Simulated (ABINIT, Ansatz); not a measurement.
# SiC (F-43m): G0W0 with ABINIT, start to end

Aim: the G0W0 gap of SiC (F-43m) on PBE, step by step.

Main program and level: ABINIT 10.8.3; PBE and many-body steps on it, plane waves.

**What was measured.**

- Gap 2.4 eV: Tauc optical (indirect) gap of annealed polycrystalline 3C-SiC; UV-VIS spectroscopic ellipsometry, Tauc analysis; film (CVD ultrathin polycrystalline film, annealed, about 5 nm grains) (“On-Demand CMOS-Compatible Fabrication of Ultrathin Self-Aligned SiC Nanowire Arrays”, 2018, pmc:6267454).

- Gap 2.39 eV: band gap at cryogenic temperature; bulk crystal (literature value) (quoted in “Silicon carbide diodes for neutron detection”, 2020, arxiv:2009.14696).

This is a report of a sequence of runs, with most program output left out.

## (1) The structure

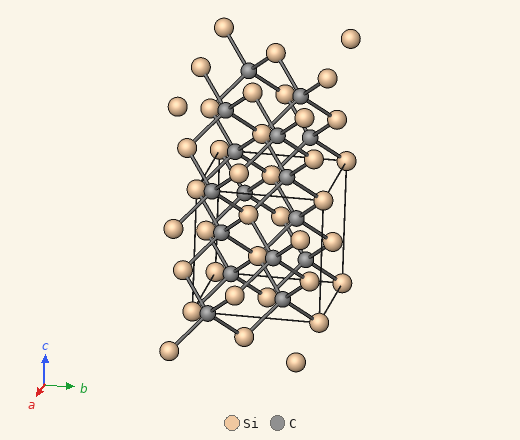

The starting structure, seen slightly off an axis (silicon light orange, carbon grey). 2×1×2 cells are drawn. This picture shows the conventional cell, with its axes. Bonds to atoms that aren't drawn are left out. Some periodic images of atoms are drawn too.

The cell and positions come from the Crystallography Open Database and are kept as given unless a step says otherwise.

## (2) Ground state

This step: ABINIT 10.8.3; DFT, PBE, plane waves, norm-conserving pseudopotentials.

The ground-state density comes first.

run.abi

```
acell 3*1.0 Angstrom
rprim 
  -0.000000000000 2.179000000000 2.179000000000
  2.179000000000 0.000000000000 2.179000000000
  2.179000000000 2.179000000000 -0.000000000000
ntypat 2
znucl 14 6
natom 2
typat 1 2
xred 
  0.000000000000 0.000000000000 0.000000000000
  0.250000000000 0.250000000000 0.250000000000
pp_dirpath "pseudos"
pseudos "Si.upf, C.upf"
ecut 37
ngkpt 8 8 8
nshiftk 1
shiftk 0 0 0
kptopt 1
chksymbreak 0
nband 9
occopt 1
tolvrs 1e-10
nstep 60
prtwf 0
optforces 0
optstress 0
indata_prefix "in"
outdata_prefix "out"
tmpdata_prefix "tmp"
```

Started as:

```sh
OMP_NUM_THREADS=1 mpirun -n 8 abinit run.abi > log
```

Wall time 5.9 s (8 MPI ranks of Intel Xeon Platinum 8259CL at 2.50GHz (Skylake/Cascade Lake), shared host); peak memory 0.5 GiB.

Numbers from this step:

```
total energy               : -279.4551 eV
gap                        : 1.361 eV
k of the valence top       : 0, 0, 0
k of the conduction bottom : 0.5, 0.5, 0
least direct gap           : 4.553 eV
```

The gap is indirect, with the least direct gap 3.19 eV higher.

## (3) Bands along the symmetry lines

Levels along a band path, at the cheap level, show where the edges lie and whether the meshes to come will hold them.

run.abi

```
acell 3*1.0 Angstrom
rprim 
  -0.000000000000 2.179000000000 2.179000000000
  2.179000000000 0.000000000000 2.179000000000
  2.179000000000 2.179000000000 -0.000000000000
ntypat 2
znucl 14 6
natom 2
typat 1 2
xred 
  0.000000000000 0.000000000000 0.000000000000
  0.250000000000 0.250000000000 0.250000000000
pp_dirpath "pseudos"
pseudos "Si.upf, C.upf"
ecut 37
iscf -2
irdden 1
kptopt 0
nkpt 50
kpt 
  0.00000000 0.00000000 0.00000000
  -0.06250000 -0.06250000 0.00000000
  -0.12500000 -0.12500000 0.00000000
  -0.18750000 -0.18750000 0.00000000
  -0.25000000 -0.25000000 0.00000000
  -0.31250000 -0.31250000 0.00000000
  -0.37500000 -0.37500000 0.00000000
  -0.43750000 -0.43750000 0.00000000
  -0.50000000 -0.50000000 0.00000000
  -0.48437500 -0.48437500 0.03125000
  -0.46875000 -0.46875000 0.06250000
  -0.45312500 -0.45312500 0.09375000
  -0.43750000 -0.43750000 0.12500000
  -0.42187500 -0.42187500 0.15625000
  -0.40625000 -0.40625000 0.18750000
  -0.39062500 -0.39062500 0.21875000
  -0.37500000 -0.37500000 0.25000000
  -0.37500000 0.00000000 0.37500000
  -0.32812500 0.00000000 0.32812500
  -0.28125000 0.00000000 0.28125000
  -0.23437500 0.00000000 0.23437500
  -0.18750000 0.00000000 0.18750000
  -0.14062500 0.00000000 0.14062500
  -0.09375000 0.00000000 0.09375000
  -0.04687500 0.00000000 0.04687500
  0.00000000 0.00000000 0.00000000
  0.00000000 0.00000000 0.06250000
  0.00000000 0.00000000 0.12500000
  0.00000000 0.00000000 0.18750000
  0.00000000 0.00000000 0.25000000
  0.00000000 0.00000000 0.31250000
  0.00000000 0.00000000 0.37500000
  0.00000000 0.00000000 0.43750000
  0.00000000 0.00000000 0.50000000
  -0.06250000 -0.03125000 0.46875000
  -0.12500000 -0.06250000 0.43750000
  -0.18750000 -0.09375000 0.40625000
  -0.25000000 -0.12500000 0.37500000
  -0.31250000 -0.15625000 0.34375000
  -0.37500000 -0.18750000 0.31250000
  -0.43750000 -0.21875000 0.28125000
  -0.50000000 -0.25000000 0.25000000
  -0.50000000 -0.28125000 0.21875000
  -0.50000000 -0.31250000 0.18750000
  -0.50000000 -0.34375000 0.15625000
  -0.50000000 -0.37500000 0.12500000
  -0.50000000 -0.40625000 0.09375000
  -0.50000000 -0.43750000 0.06250000
  -0.50000000 -0.46875000 0.03125000
  -0.50000000 -0.50000000 0.00000000
istwfk *1
nband 11
nbdbuf 2
tolwfr 1e-08
nstep 40
prtwf 0
prtvol 0
indata_prefix "in"
outdata_prefix "out"
tmpdata_prefix "tmp"
```

It took 4.9 s on 8 MPI ranks; peak memory 0.51 GiB; 37 s of CPU time.

This step gave:

```
gap                        : 1.361 eV
k of the valence top       : 0, 0, 0
k of the conduction bottom : -0.5, -0.5, 0
least direct gap           : 4.553 eV
```

The gap is 1.361 eV, as in the run before at this level.

The electronic bands at the labelled points (eV, zero at the top of the highest filled band; v1 is the highest filled band, c1 the lowest empty one):

| point | v4 | v3 | v2 | v1 | c1 | c2 | c3 | c4 |
| --- | --- | --- | --- | --- | --- | --- | --- | --- |
| Γ | -15.41 | 0.00 | 0.00 | 0.00 | 6.22 | 7.31 | 7.31 | 7.31 |
| X | -10.39 | -7.80 | -3.19 | -3.19 | 1.36 | 4.33 | 14.00 | 14.00 |
| U | -10.39 | -7.28 | -5.55 | -2.60 | 3.11 | 7.78 | 11.84 | 12.45 |
| jump to K | -10.39 | -7.28 | -5.55 | -2.60 | 3.11 | 7.78 | 11.84 | 12.45 |
| Γ | -15.41 | 0.00 | 0.00 | 0.00 | 6.22 | 7.31 | 7.31 | 7.31 |
| L | -11.84 | -8.54 | -1.05 | -1.05 | 5.43 | 7.23 | 7.23 | 10.05 |
| W | -10.16 | -7.03 | -4.99 | -4.69 | 5.21 | 9.44 | 9.45 | 9.79 |
| X | -10.39 | -7.80 | -3.19 | -3.19 | 1.36 | 4.33 | 14.00 | 14.00 |

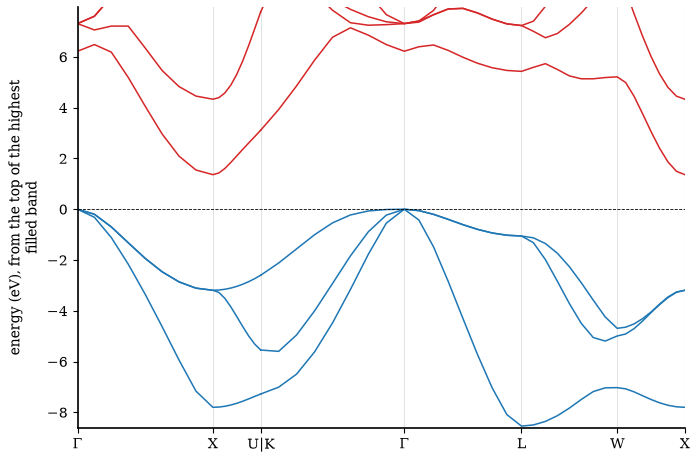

Electronic bands along the path; lines of filled and empty bands in two colours.

## (4) Empty states on the mesh, 8×8×8 mesh, 125 bands

The sums over transitions need many empty states on a uniform mesh; this step solves for them.

run.abi

```
acell 3*1.0 Angstrom
rprim 
  -0.000000000000 2.179000000000 2.179000000000
  2.179000000000 0.000000000000 2.179000000000
  2.179000000000 2.179000000000 -0.000000000000
ntypat 2
znucl 14 6
natom 2
typat 1 2
xred 
  0.000000000000 0.000000000000 0.000000000000
  0.250000000000 0.250000000000 0.250000000000
pp_dirpath "pseudos"
pseudos "Si.upf, C.upf"
ecut 37
ngkpt 8 8 8
nshiftk 1
shiftk 0 0 0
kptopt 1
chksymbreak 0
irdden 1
istwfk *1
nband 125
prtvol 0
optdriver 6
gwr_task "HDIAGO"
paral_kgb 0
occopt 1
indata_prefix "in"
outdata_prefix "out"
tmpdata_prefix "tmp"
```

Run time: 18 s. Hardware: 8 MPI ranks; peak memory 1.5 GiB; 2.3 min of CPU time.

This step gave:

```
gap                                                           : 1.361 eV
k of the valence top                                          : 0, 0, 0
k of the conduction bottom                                    : 0.5, 0.5, 0
least direct gap                                              : 4.553 eV
k points computed                                             : 29
lowest point of the top converged band, above the valence top : 158.7176 eV
```

On this mesh the gap is 1.361 eV.

## (5) Screening, 8×8×8 mesh, 117 bands, screening to 239.5 eV

The RPA dielectric matrix is built and inverted for each q.

This step: RPA screening on PBE, plane waves, norm-conserving pseudopotentials.

run.abi: that of step 4 with these lines changed.

```diff
@@ -20,10 +20,11 @@
 chksymbreak 0
-irdden 1
 istwfk *1
-nband 125
-prtvol 0
-optdriver 6
-gwr_task "HDIAGO"
-paral_kgb 0
 occopt 1
+irdwfk 1
+optdriver 3
+nband 117
+ecuteps 8.8
+inclvkb 2
+awtr 1
+symchi 1
 indata_prefix "in"
```

It took 3.1 min on 8 MPI ranks; peak memory 2 GiB.

This step gave:

| Quantity | Value |
| --- | --- |
| ε∞ with local fields, on this mesh, along the program's q direction | 6.672 |
| the same without local fields | 7.310 |
| plasma frequency | 23.09 eV |
| plane waves in the screening matrix | 169 |

Local fields lower ε∞ by 9 %.

## (6) Self-energy, 8×8×8 mesh, 117 bands, screening to 239.5 eV

The self-energy is evaluated for the states that the input lists, and the levels follow from it, in one-shot runs by the linearised quasiparticle equation.

This step: G0W0 on PBE, plane waves, norm-conserving pseudopotentials.

run.abi: that of step 5 with these lines changed.

```diff
@@ -23,8 +23,17 @@
 irdwfk 1
-optdriver 3
+optdriver 4
 nband 117
+gwcalctyp 0
+ecutsigx 37
+symsigma 1
+nkptgw 2
+kptgw 
+  0.0000000000 0.0000000000 0.0000000000
+  0.5000000000 0.5000000000 0.0000000000
+bdgw 
+  2 8
+  3 6
 ecuteps 8.8
-inclvkb 2
-awtr 1
-symchi 1
+irdscr 1
+ppmodel 1
 indata_prefix "in"
```

Run time: 18 s. Hardware: 8 MPI ranks; peak memory 2 GiB; 2.4 min of CPU time.

This step gave:

```yaml
g0w0_gap_on_the_points_computed: 2.106 eV
starting_gap_on_the_mesh: 1.361 eV
k_of_the_valence_top: 0, 0, 0
k_of_the_conduction_bottom: 0.5, 0.5, 0
z_at_the_valence_top: 0.792
z_at_the_conduction_bottom: 0.82
least_direct_g0w0_gap_on_the_computed_points: 5.596 eV
```

The gap on the mesh goes from 1.36 eV to 2.11 eV, a correction of +0.74 eV.

Limits: finite bands, cutoff and mesh. v1 is the top filled band, c1 the lowest empty one. The levels before and after the correction (eV, zero at the valence-band top of each column):

```csv
,conduction bottom,valence top
Kohn-Sham,1.36,0.00
G0W0,2.11,0.00
```

|  | level | energy (eV) |
| --- | --- | --- |
| Kohn-Sham | Γ v3-v1 | 0.000 |
| Kohn-Sham | Γ c1 | 6.223 |
| Kohn-Sham | Γ c2-c4 | 7.311 |
| Kohn-Sham | (0.5 0.5 0) v2-v1 | -3.192 |
| Kohn-Sham | (0.5 0.5 0) c1 | 1.361 |
| Kohn-Sham | (0.5 0.5 0) c2 | 4.333 |
| G0W0 | Γ v3-v1 | 0.000 |
| G0W0 | Γ c1 | 7.139 |
| G0W0 | Γ c2-c4 | 8.218 |
| G0W0 | (0.5 0.5 0) v2-v1 | -3.490 |
| G0W0 | (0.5 0.5 0) c1 | 2.106 |
| G0W0 | (0.5 0.5 0) c2 | 5.248 |

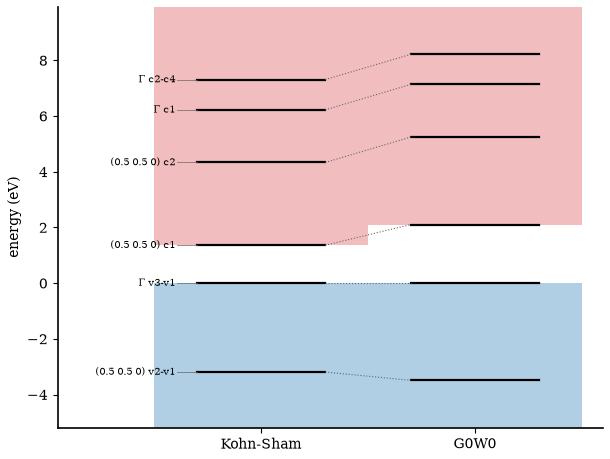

Levels before and after the correction. Shaded: valence and conduction bands.

## (7) Where the time went

Times are wall times on 8 MPI ranks of Intel Xeon Platinum 8259CL at 2.50GHz (Skylake/Cascade Lake), shared host, good to a factor of about two.

| step | time | share | memory (GiB) |
| --- | --- | --- | --- |
| ground state | 5.9 s | 3 % | 0.5 |
| bands along the symmetry lines | 4.9 s | 2 % | 0.51 |
| empty states on the mesh | 18 s | 8 % | 1.5 |
| screening | 3.1 min | 80 % | 2.0 |
| self-energy | 18 s | 8 % | 2.0 |

## (8) What came out

| Property | Result |
| --- | --- |
| PBE gap | 1.36 eV, indirect |
| G0W0 gap on the mesh | 2.11 eV |
| GW settings | 8×8×8 mesh, 117 bands, screening to 239.5 eV, Godby-Needs plasmon pole |
| known limits | not at the basis limit |

What this shows: G0W0 moves the gap on the mesh from 1.36 eV to 2.11 eV (+0.74 eV), with Z of 0.79 and 0.82 at the edges. Local fields lower the RPA ε∞ on this mesh from 7.31 to 6.67. Only 2 of the mesh's irreducible points were corrected, so a valley elsewhere could overtake. The dearest step here is «screening». Against experiment, by G0W0@PBE: the gap of 2.11 eV lies −0.29 eV from the measured 2.4 eV (indirect, 2018); the gap of 2.11 eV lies −0.28 eV from the measured 2.39 eV (kind not stated, quoted 2020). The calculation has static nuclei and no excitons; a measured gap holds zero-point and thermal motion, which mostly lowers it. Bands and cutoff are finite, so the gap is not at the basis limit. The miss can reach some tenths of an eV and take either sign; the mesh is an error of its own. In the G0W0 run levels were corrected at 2 k points alone, so a gap called «on the mesh» is the least over those, and an edge elsewhere would be missed.

[Paths, hosts, dates, memory and timing lines, banners, echoed tables and standing remarks are left out of the program output.]

[Logs are printed without paths, hosts, clocks, repeated set-up lines and the standing remarks that a program may print on its own settings, such as how far it seeks lower states.]

[Runs of the session that timed out or met a known fault of the program may be left out.]

[Hosts, paths, dates, database ids (printed as entryN), source tags and the programs' standing remarks are cut or masked in the printed files.]

[G0W0 gaps are taken among the corrected bands and points alone; a level outside them can change the order at an edge.]

[Where Ansatz stands beside ABINIT at settings called matched, ABINIT's density can come from a denser mesh and the files from another edition; pairs whose starting gaps differed by over 0.03 eV were left out, so agreement reads better than it is.]
